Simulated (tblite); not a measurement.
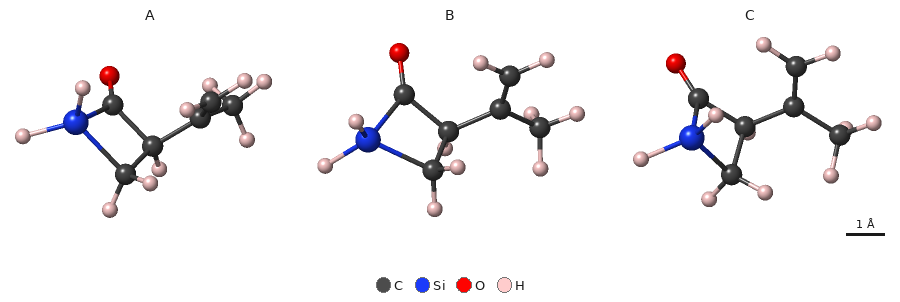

3 geometries from one relaxation of C6H10OSi, in shuffled order. Style: ball-and-stick. Shown at a tilt.

All numbers below come from tblite, GFN2-xTB geometry optimisation, gas phase. 

Order the frames from highest to lowest energy.

Answer. C, B, A. They are steps 0, 131, 199, at +0.503 eV, +0.053 eV relative to the last. The energy falls by 0.503 eV in 199 geometry steps. The atom that moves furthest after the best rigid fit is an H atom (2.12 Å). By element the largest moves are H 2.12 Å, O 1.22 Å, C 1.15 Å, Si 0.66 Å. Some distances before and after: C–Si 1.854 → 1.934 Å, C–C 1.493 → 1.534 Å, C–O 1.228 → 1.201 Å, C–C 1.519 → 1.543 Å. Among the angles between lasting bonds that change: C–C–C 116.2° → 105.1°, H–C–H 115.4° → 106.8°, C–C–C 108.8° → 117.1°. Groups turn about C–C by about 85°.
